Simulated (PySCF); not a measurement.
# C3H8BNS: NMR shifts at several levels of theory

Aim: compute the NMR shifts of C3H8BNS (`C=CSCBN`) at several levels, and see how far they spread and what each costs.

The runs use PySCF 2.14.0, with density-fitted response routines of our own; the level of theory stands in each step. All values are computed, except where a source is named. Atoms are numbered from 0 throughout.

## 1. The molecule as given

14 atoms, charge 0, multiplicity 1; geometry from: GFN2-xTB. The atoms were then displaced at random by about 0.01 Å, so the start is not that level's minimum.

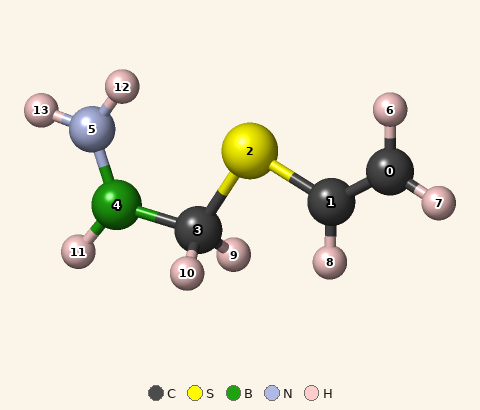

As it starts; carbon dark grey, sulfur yellow, boron green, nitrogen light blue, hydrogen pink, atoms numbered.

## 2. Geometry optimisation at PBE0-D3(BJ)/def2-SVP

The job: settings as JSON, then the geometry in Å.

```
{"job": {"xc": "PBE0", "basis": "def2-SVP", "d3": "d3bj", "grid": 1, "shake": 0.01, "kind": "geom"}, "charge": 0, "multiplicity": 1}
C      3.045780     1.059310     0.022770
C      1.995660     0.244780     0.085690
S      0.302430     0.753370     0.064050
C     -0.476320    -0.873200     0.204340
B     -2.102350    -0.815690     0.224680
N     -2.761990     0.398470     0.151020
H      2.891640     2.146860    -0.051370
H      4.054700     0.730140     0.025550
H      2.130110    -0.815110     0.177690
H     -0.168280    -1.473850    -0.629360
H     -0.138520    -1.346280     1.126520
H     -2.701560    -1.806690     0.333700
H     -2.303040     1.284670     0.064540
H     -3.775410     0.498140     0.172510
```

The run is started by

```sh
$ OMP_NUM_THREADS=1 python probes_run.py task.json out
```

One launch serves the whole session: the jobs run in the order shown.

Log:

```text
step   0  E = -596.29859297  max force = 0.033234
step   1  E = -596.30348813  max force = 0.005707
step   2  E = -596.30360564  max force = 0.003553
step   3  E = -596.30369737  max force = 0.002294
step   4  E = -596.30374360  max force = 0.000451
step   5  E = -596.30374897  max force = 0.000749
step   6  E = -596.30376155  max force = 0.000354
optimisation converged
```

Wall time 63 s (1 thread of Arm Neoverse N1, shared host); peak memory 0.53 GiB.

Along the way:

```csv
step,energy from step 0 (eV),largest force component (eV/Å)
0,0.0000,1.7090
1,-0.1332,0.2935
2,-0.1364,0.1827
3,-0.1389,0.1180
4,-0.1402,0.0232
5,-0.1403,0.0385
6,-0.1406,0.0182
```

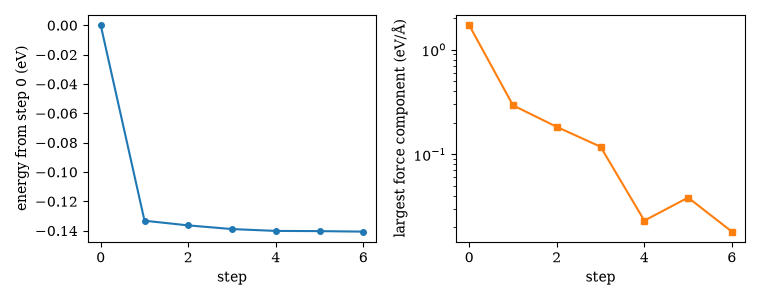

Energy and largest force along the relaxation.

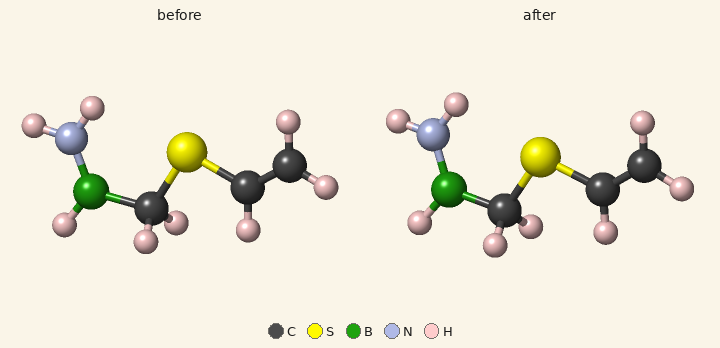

Before and after, at one scale.

Close pairs (by a distance rule), those that changed most:

| bond | before (Å) | after (Å) | change (Å) |
| --- | --- | --- | --- |
| B4–H11 | 1.163 | 1.212 | +0.049 |
| C3–B4 | 1.627 | 1.582 | -0.045 |
| C3–H9 | 1.073 | 1.105 | +0.032 |
| C0–H7 | 1.061 | 1.092 | +0.031 |
| C1–H8 | 1.072 | 1.096 | +0.024 |
| C1–S2 | 1.768 | 1.750 | -0.018 |
| C3–H10 | 1.090 | 1.104 | +0.014 |
| N5–H12 | 1.002 | 1.014 | +0.012 |

The end geometry stands in the next job.

| at the end point | value |
| --- | --- |
| point group (found at 0.08 Å tolerance) | C1 |
| rotational constants (GHz, main isotopes) | 10.336, 1.294, 1.164 |
| dipole moment (D) | 1.24 |

## 3. NMR shieldings: PBE0/pcSseg-1

The job: settings as JSON, then the geometry in Å.

```
{"job": {"kind": "nmr", "xc": "PBE0", "basis": "pcSseg-1", "pop": false}, "charge": 0, "multiplicity": 1}
C      3.033150     1.092140     0.105418
C      2.006462     0.239583     0.185518
S      0.322677     0.710908     0.263578
C     -0.517513    -0.888532     0.308584
B     -2.089281    -0.767569     0.178844
N     -2.731520     0.435805    -0.075021
H      2.890858     2.175944     0.076857
H      4.057224     0.714539     0.067433
H      2.179577    -0.842381     0.213793
H     -0.162728    -1.525120    -0.521456
H     -0.274580    -1.422057     1.243616
H     -2.760619    -1.770652     0.293099
H     -2.233226     1.309895    -0.201408
H     -3.735024     0.516054    -0.168326
```

With the program's defaults for keys left out, this is: GIAO PBE0/pcSseg-1 NMR shielding, non-relativistic, gas phase.

Log:

```text
coarse grid: 11992 points
cycle   1  E = -596.4413103360  dE =  5.179e-01  |g| = 4.197e-01  |ddm| = 3.296e+00
cycle   2  E = -596.4325860215  dE =  8.724e-03  |g| = 4.784e-01  |ddm| = 6.910e-01
cycle   3  E = -596.4849065908  dE = -5.232e-02  |g| = 8.296e-02  |ddm| = 3.691e-01
cycle   4  E = -596.4865365295  dE = -1.630e-03  |g| = 2.851e-02  |ddm| = 9.275e-02
cycle   5  E = -596.4867220615  dE = -1.855e-04  |g| = 1.057e-02  |ddm| = 2.797e-02
cycle   6  E = -596.4867479566  dE = -2.590e-05  |g| = 2.220e-03  |ddm| = 9.710e-03
cycle   7  E = -596.4867490173  dE = -1.061e-06  |g| = 8.402e-04  |ddm| = 2.230e-03
final grid: 110552 points
cycle   8  E = -596.5204469579  dE = -2.141e-05  |g| = 9.634e-03  |ddm| = 2.591e-02
cycle   9  E = -596.5204340749  dE =  1.288e-05  |g| = 1.211e-02  |ddm| = 1.834e-02
cycle  10  E = -596.5204696886  dE = -3.561e-05  |g| = 7.371e-04  |ddm| = 1.071e-02
cycle  11  E = -596.5204698231  dE = -1.346e-07  |g| = 2.700e-04  |ddm| = 8.436e-04
cycle  12  E = -596.5204698399  dE = -1.678e-08  |g| = 8.561e-05  |ddm| = 2.869e-04
cycle  13  E = -596.5204698417  dE = -1.855e-09  |g| = 1.744e-05  |ddm| = 9.040e-05
cycle  14  E = -596.5204698418  dE = -6.048e-11  |g| = 9.787e-06  |ddm| = 2.114e-05
converged SCF energy = -596.5204698418

GIAO shielding tensors (ppm)
atom      isotropic    diamagn.    paramagn.     s11        s22        s33       span
  0 C       69.955     252.507    -182.552    -42.328     90.165    162.030    204.358
  1 C       36.846     260.228    -223.382    -70.581     54.348    126.770    197.352
  2 S      500.829    1059.940    -559.111    327.778    444.821    729.889    402.111
  3 C      156.125     255.101     -98.976    137.597    151.115    179.663     42.066
  4 B       61.547     192.208    -130.661     20.873     46.977    116.792     95.919
  5 N      148.866     317.698    -168.832     44.632    183.653    218.313    173.681
  6 H       26.061      30.542      -4.480     23.008     24.428     30.748      7.741
  7 H       25.985      27.829      -1.844     22.456     24.778     30.720      8.264
  8 H       25.169      32.039      -6.870     22.349     23.771     29.386      7.037
  9 H       29.113      32.318      -3.205     24.376     27.681     35.284     10.908
 10 H       28.771      31.551      -2.780     23.476     27.397     35.439     11.963
 11 H       26.277      27.981      -1.704     25.106     25.737     27.989      2.883
 12 H       26.814      32.598      -5.785     20.624     28.468     31.350     10.726
 13 H       26.995      27.318      -0.323     22.443     23.601     34.940     12.497
```

Wall time 19 s (1 thread of Arm Neoverse N1, shared host); peak memory 0.8 GiB.

The references, computed at this level on geometries of the same kind, shield at (ppm): ¹H TMS 31.27, ¹³C TMS 184.4, ¹⁵N NH3 265.7, ¹¹B BF3·OEt2 100.7, ³³S CS2 496. Their shielding less the atom's gives the shift. The references are single molecules in the gas phase, so shifts against H2O, NH3, PH3, H3PO4 or CFCl3 are not on the usual liquid scales and can be off by tens of ppm. Atoms listed in one row are averaged.

```csv
atoms,environment,σ (ppm),δ (ppm),δ scaled to CDCl3
C1,alkene CH,36.8,147.6,139.2
C0,terminal =CH2 carbon,70.0,114.5,110.6
C3,sp3 CH2 bonded to B and S,156.1,28.3,23.4
H8,hydrogen on an alkene CH,25.17,6.10,6.00
H7,hydrogen on a terminal =CH2 carbon,25.98,5.28,5.22
H6,hydrogen on a terminal =CH2 carbon,26.06,5.21,5.15
H11,"hydrogen on a boron bonded to C, N",26.28,4.99,–
"H12, H13",hydrogen on a nitrogen bonded to B,26.90,4.36,–
"H9, H10",hydrogen on an sp3 CH2 bonded to B and S,28.94,2.33,2.42
S2,sulfide sulfur,501,-5,–
B4,"boron bonded to C, N, H",61.5,39.2,–
N5,"nitrogen bonded to B, 2 H",148.9,116.8,–
```

The scaled column applies a straight-line fit of computed shieldings to shifts measured in CDCl3, with any fitted terms for Cl, Br or S neighbours (root-mean-square error 0.21 ppm for H, 2.0 ppm for C).

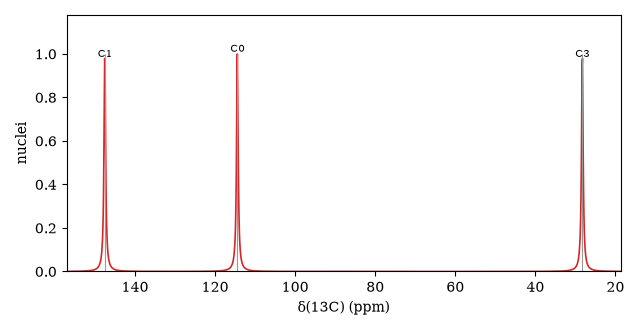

¹³C lines at the computed shifts, without couplings. Lines are broadened to a width of 0.48 ppm (Lorentzian).

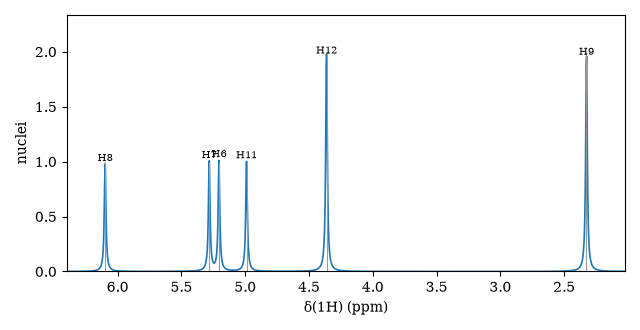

¹H lines at the computed shifts, without couplings. Lines are broadened to a width of 0.02 ppm (Lorentzian).

## 4. NMR shieldings: mPW1PW91/pcSseg-1

The job, as its differences from that of step 3:

```diff
@@ -1,2 +1,2 @@
-{"job": {"kind": "nmr", "xc": "PBE0", "basis": "pcSseg-1", "pop": false}, "charge": 0, "multiplicity": 1}
+{"job": {"kind": "nmr", "xc": "mPW1PW91", "basis": "pcSseg-1", "pop": false}, "charge": 0, "multiplicity": 1}
 C      3.033150     1.092140     0.105418
```

With the program's defaults for keys left out, this is: GIAO mPW1PW91/pcSseg-1 NMR shielding, non-relativistic, gas phase.

Log:

```text
coarse grid: 11992 points
cycle   1  E = -596.7973204501  dE =  5.179e-01  |g| = 4.248e-01  |ddm| = 3.295e+00
cycle   2  E = -596.7883667585  dE =  8.954e-03  |g| = 4.850e-01  |ddm| = 6.985e-01
cycle   3  E = -596.8419352932  dE = -5.357e-02  |g| = 8.318e-02  |ddm| = 3.708e-01
cycle   4  E = -596.8435705581  dE = -1.635e-03  |g| = 2.827e-02  |ddm| = 9.252e-02
cycle   5  E = -596.8437517643  dE = -1.812e-04  |g| = 1.079e-02  |ddm| = 2.800e-02
cycle   6  E = -596.8437787903  dE = -2.703e-05  |g| = 2.267e-03  |ddm| = 9.871e-03
cycle   7  E = -596.8437799147  dE = -1.124e-06  |g| = 8.431e-04  |ddm| = 2.291e-03
final grid: 110552 points
cycle   8  E = -596.8778170572  dE = -2.325e-05  |g| = 6.924e-03  |ddm| = 2.321e-02
cycle   9  E = -596.8778106700  dE =  6.387e-06  |g| = 8.631e-03  |ddm| = 1.327e-02
cycle  10  E = -596.8778287474  dE = -1.808e-05  |g| = 5.790e-04  |ddm| = 7.696e-03
cycle  11  E = -596.8778288269  dE = -7.948e-08  |g| = 2.501e-04  |ddm| = 6.937e-04
cycle  12  E = -596.8778288414  dE = -1.459e-08  |g| = 7.517e-05  |ddm| = 2.510e-04
cycle  13  E = -596.8778288429  dE = -1.456e-09  |g| = 1.327e-05  |ddm| = 8.187e-05
cycle  14  E = -596.8778288429  dE = -3.126e-11  |g| = 7.536e-06  |ddm| = 1.572e-05
converged SCF energy = -596.8778288429

GIAO shielding tensors (ppm)
atom      isotropic    diamagn.    paramagn.     s11        s22        s33       span
  0 C       68.988     252.414    -183.425    -43.628     89.431    161.162    204.790
  1 C       35.990     260.347    -224.357    -71.831     53.505    126.296    198.127
  2 S      497.407    1060.192    -562.785    324.405    440.697    727.120    402.715
  3 C      155.379     255.207     -99.828    136.946    150.428    178.762     41.815
  4 B       61.558     192.155    -130.597     21.086     47.097    116.490     95.404
  5 N      148.594     317.806    -169.211     44.957    183.536    217.290    172.334
  6 H       26.127      30.571      -4.443     23.062     24.499     30.821      7.759
  7 H       26.046      27.865      -1.819     22.526     24.845     30.766      8.239
  8 H       25.231      32.101      -6.870     22.418     23.809     29.467      7.049
  9 H       29.174      32.401      -3.227     24.451     27.741     35.329     10.878
 10 H       28.835      31.617      -2.782     23.563     27.459     35.483     11.920
 11 H       26.361      28.034      -1.673     25.186     25.830     28.067      2.880
 12 H       26.892      32.643      -5.751     20.696     28.571     31.410     10.714
 13 H       27.077      27.344      -0.268     22.525     23.705     35.001     12.476
```

It took 19 s on 1 thread of Arm Neoverse N1, shared host; peak memory 0.85 GiB.

This run: δ C1 147.6, C0 114.6, C3 28.2, S2 -5, H8 6.09, H7 5.27 ppm.

## 5. NMR shieldings: WP04/pcSseg-1

The job, as its differences from that of step 4:

```diff
@@ -1,2 +1,2 @@
-{"job": {"kind": "nmr", "xc": "mPW1PW91", "basis": "pcSseg-1", "pop": false}, "charge": 0, "multiplicity": 1}
+{"job": {"kind": "nmr", "xc": "WP04", "basis": "pcSseg-1", "pop": false}, "charge": 0, "multiplicity": 1}
 C      3.033150     1.092140     0.105418
```

Level: GIAO WP04/pcSseg-1 NMR shielding, non-relativistic, gas phase.

Log:

```text
coarse grid: 11992 points
cycle   1  E = -605.6734459483  dE =  4.392e-01  |g| = 7.419e-01  |ddm| = 3.379e+00
cycle   2  E = -605.5755764510  dE =  9.787e-02  |g| = 9.721e-01  |ddm| = 1.223e+00
cycle   3  E = -605.7940603819  dE = -2.185e-01  |g| = 1.672e-01  |ddm| = 7.153e-01
cycle   4  E = -605.8004673019  dE = -6.407e-03  |g| = 4.143e-02  |ddm| = 1.551e-01
cycle   5  E = -605.8007709366  dE = -3.036e-04  |g| = 2.464e-02  |ddm| = 4.970e-02
cycle   6  E = -605.8009149812  dE = -1.440e-04  |g| = 6.296e-03  |ddm| = 2.186e-02
cycle   7  E = -605.8009239848  dE = -9.004e-06  |g| = 1.886e-03  |ddm| = 5.937e-03
final grid: 110552 points
cycle   8  E = -605.8486103690  dE = -4.174e-05  |g| = 9.800e-03  |ddm| = 3.105e-02
cycle   9  E = -605.8485823169  dE =  2.805e-05  |g| = 1.439e-02  |ddm| = 1.912e-02
cycle  10  E = -605.8486336437  dE = -5.133e-05  |g| = 1.614e-03  |ddm| = 1.249e-02
cycle  11  E = -605.8486343170  dE = -6.733e-07  |g| = 4.963e-04  |ddm| = 1.710e-03
cycle  12  E = -605.8486343761  dE = -5.914e-08  |g| = 1.307e-04  |ddm| = 5.154e-04
cycle  13  E = -605.8486343803  dE = -4.203e-09  |g| = 2.270e-05  |ddm| = 1.490e-04
cycle  14  E = -605.8486343804  dE = -8.299e-11  |g| = 1.290e-05  |ddm| = 2.316e-05
converged SCF energy = -605.8486343804

GIAO shielding tensors (ppm)
atom      isotropic    diamagn.    paramagn.     s11        s22        s33       span
  0 C       59.236     253.184    -193.947    -52.849     80.121    150.436    203.285
  1 C       24.746     260.727    -235.982    -82.104     40.083    116.258    198.361
  2 S      434.363    1064.179    -629.816    262.563    376.780    663.744    401.181
  3 C      143.269     255.754    -112.485    123.677    138.519    167.612     43.935
  4 B       55.854     192.896    -137.042     16.996     42.456    108.109     91.113
  5 N      145.563     319.485    -173.922     51.305    180.919    204.465    153.160
  6 H       26.683      31.273      -4.590     23.671     25.136     31.241      7.570
  7 H       26.581      27.860      -1.279     23.286     25.459     30.999      7.713
  8 H       25.749      32.886      -7.137     23.111     24.020     30.116      7.005
  9 H       29.517      33.160      -3.643     25.153     28.099     35.299     10.146
 10 H       29.214      32.018      -2.804     24.389     27.832     35.422     11.033
 11 H       27.239      28.551      -1.312     26.093     26.803     28.821      2.728
 12 H       27.436      33.448      -6.013     21.269     29.228     31.810     10.541
 13 H       27.609      27.223       0.386     23.059     24.566     35.203     12.144
```

Wall time 19 s (1 thread of Arm Neoverse N1, shared host); peak memory 0.8 GiB.

This run: δ C1 147.7, C0 113.2, C3 29.2, S2 28, H8 5.81, H7 4.98 ppm.

## 6. Nuclear shieldings: B97-2/pcSseg-1

The job, as its differences from that of step 5:

```diff
@@ -1,2 +1,2 @@
-{"job": {"kind": "nmr", "xc": "WP04", "basis": "pcSseg-1", "pop": false}, "charge": 0, "multiplicity": 1}
+{"job": {"kind": "nmr", "xc": "B97-2", "basis": "pcSseg-1", "pop": false}, "charge": 0, "multiplicity": 1}
 C      3.033150     1.092140     0.105418
```

Level: GIAO B97-2/pcSseg-1 NMR shielding, non-relativistic, gas phase.

Log:

```text
coarse grid: 11992 points
cycle   1  E = -596.7898443982  dE =  4.913e-01  |g| = 4.309e-01  |ddm| = 3.303e+00
cycle   2  E = -596.7764787444  dE =  1.337e-02  |g| = 5.077e-01  |ddm| = 7.314e-01
cycle   3  E = -596.8358659184  dE = -5.939e-02  |g| = 8.717e-02  |ddm| = 3.928e-01
cycle   4  E = -596.8377174442  dE = -1.852e-03  |g| = 2.743e-02  |ddm| = 9.699e-02
cycle   5  E = -596.8378841238  dE = -1.667e-04  |g| = 1.172e-02  |ddm| = 2.892e-02
cycle   6  E = -596.8379163137  dE = -3.219e-05  |g| = 2.419e-03  |ddm| = 1.048e-02
cycle   7  E = -596.8379176293  dE = -1.316e-06  |g| = 8.736e-04  |ddm| = 2.502e-03
final grid: 110552 points
cycle   8  E = -596.8633460526  dE = -4.184e-05  |g| = 3.254e-03  |ddm| = 2.432e-02
cycle   9  E = -596.8633449124  dE =  1.140e-06  |g| = 3.552e-03  |ddm| = 5.747e-03
cycle  10  E = -596.8633480991  dE = -3.187e-06  |g| = 8.617e-04  |ddm| = 3.487e-03
cycle  11  E = -596.8633482460  dE = -1.469e-07  |g| = 2.552e-04  |ddm| = 7.165e-04
cycle  12  E = -596.8633482614  dE = -1.542e-08  |g| = 7.523e-05  |ddm| = 2.433e-04
cycle  13  E = -596.8633482627  dE = -1.242e-09  |g| = 3.077e-05  |ddm| = 8.517e-05
cycle  14  E = -596.8633482629  dE = -2.252e-10  |g| = 6.790e-06  |ddm| = 2.764e-05
converged SCF energy = -596.8633482629

GIAO shielding tensors (ppm)
atom      isotropic    diamagn.    paramagn.     s11        s22        s33       span
  0 C       72.124     252.444    -180.319    -37.221     92.571    161.023    198.244
  1 C       39.549     260.024    -220.475    -64.899     57.051    126.496    191.395
  2 S      499.615    1060.495    -560.880    331.186    442.922    724.739    393.553
  3 C      155.658     254.756     -99.099    137.181    150.654    179.138     41.957
  4 B       63.916     192.480    -128.564     24.700     50.762    116.285     91.585
  5 N      151.714     317.697    -165.983     52.500    186.140    216.501    164.001
  6 H       26.237      30.734      -4.497     23.224     24.612     30.874      7.650
  7 H       26.155      27.928      -1.774     22.659     24.954     30.852      8.193
  8 H       25.326      32.214      -6.888     22.526     23.967     29.485      6.959
  9 H       29.222      32.446      -3.223     24.552     27.787     35.328     10.777
 10 H       28.891      31.628      -2.737     23.675     27.511     35.487     11.812
 11 H       26.505      28.166      -1.661     25.329     25.971     28.216      2.887
 12 H       27.012      32.778      -5.765     20.806     28.650     31.580     10.774
 13 H       27.205      27.389      -0.185     22.637     23.814     35.163     12.525
```

Run time: 19 s. Hardware: 1 thread of Arm Neoverse N1, shared host; peak memory 0.85 GiB.

In short: δ C1 144.1, C0 111.6, C3 28.0, S2 0, H8 6.05, H7 5.22 ppm.

## 7. Shielding tensors: BHandHLYP/pcSseg-1

The job, as its differences from that of step 6:

```diff
@@ -1,2 +1,2 @@
-{"job": {"kind": "nmr", "xc": "B97-2", "basis": "pcSseg-1", "pop": false}, "charge": 0, "multiplicity": 1}
+{"job": {"kind": "nmr", "xc": "BHandHLYP", "basis": "pcSseg-1", "pop": false}, "charge": 0, "multiplicity": 1}
 C      3.033150     1.092140     0.105418
```

Level: GIAO BHandHLYP/pcSseg-1 NMR shielding, non-relativistic, gas phase.

Log:

```text
coarse grid: 11992 points
cycle   1  E = -596.7103711103  dE =  6.585e-01  |g| = 3.621e-01  |ddm| = 3.237e+00
cycle   2  E = -596.7305399046  dE = -2.017e-02  |g| = 2.856e-01  |ddm| = 5.195e-01
cycle   3  E = -596.7476897823  dE = -1.715e-02  |g| = 6.441e-02  |ddm| = 2.215e-01
cycle   4  E = -596.7486316231  dE = -9.418e-04  |g| = 2.311e-02  |ddm| = 6.592e-02
cycle   5  E = -596.7487682372  dE = -1.366e-04  |g| = 4.712e-03  |ddm| = 2.271e-02
cycle   6  E = -596.7487734691  dE = -5.232e-06  |g| = 1.993e-03  |ddm| = 5.229e-03
final grid: 110552 points
cycle   7  E = -596.7766271046  dE = -1.331e-05  |g| = 4.338e-03  |ddm| = 1.309e-02
cycle   8  E = -596.7766267613  dE =  3.433e-07  |g| = 4.620e-03  |ddm| = 5.555e-03
cycle   9  E = -596.7766313941  dE = -4.633e-06  |g| = 3.303e-04  |ddm| = 2.862e-03
cycle  10  E = -596.7766314188  dE = -2.474e-08  |g| = 1.510e-04  |ddm| = 3.500e-04
cycle  11  E = -596.7766314250  dE = -6.191e-09  |g| = 3.922e-05  |ddm| = 1.614e-04
cycle  12  E = -596.7766314254  dE = -3.878e-10  |g| = 1.199e-05  |ddm| = 4.818e-05
converged SCF energy = -596.7766314254

GIAO shielding tensors (ppm)
atom      isotropic    diamagn.    paramagn.     s11        s22        s33       span
  0 C       67.122     252.532    -185.411    -53.332     92.699    161.998    215.330
  1 C       33.769     259.937    -226.169    -82.994     55.241    129.059    212.053
  2 S      510.246    1059.826    -549.579    331.406    445.600    753.733    422.327
  3 C      157.199     254.112     -96.914    138.667    153.008    179.922     41.255
  4 B       62.810     191.069    -128.258     22.652     49.279    116.500     93.847
  5 N      154.379     317.971    -163.592     51.400    191.678    220.060    168.660
  6 H       26.253      30.774      -4.521     23.166     24.452     31.141      7.975
  7 H       26.195      27.921      -1.726     22.586     24.823     31.177      8.591
  8 H       25.436      32.147      -6.711     22.558     24.017     29.732      7.174
  9 H       29.478      32.462      -2.983     24.714     28.005     35.716     11.003
 10 H       29.122      31.687      -2.564     23.788     27.711     35.867     12.079
 11 H       26.633      28.238      -1.605     25.281     26.240     28.377      3.096
 12 H       27.170      32.690      -5.520     20.644     28.859     32.007     11.364
 13 H       27.354      27.439      -0.086     22.482     23.892     35.687     13.205
```

It took 18 s on 1 thread of Arm Neoverse N1, shared host; peak memory 0.8 GiB.

This run: δ C1 150.2, C0 116.9, C3 26.8, S2 -18, H8 6.01, H7 5.25 ppm.

(Part 1 of 2 ends here.)
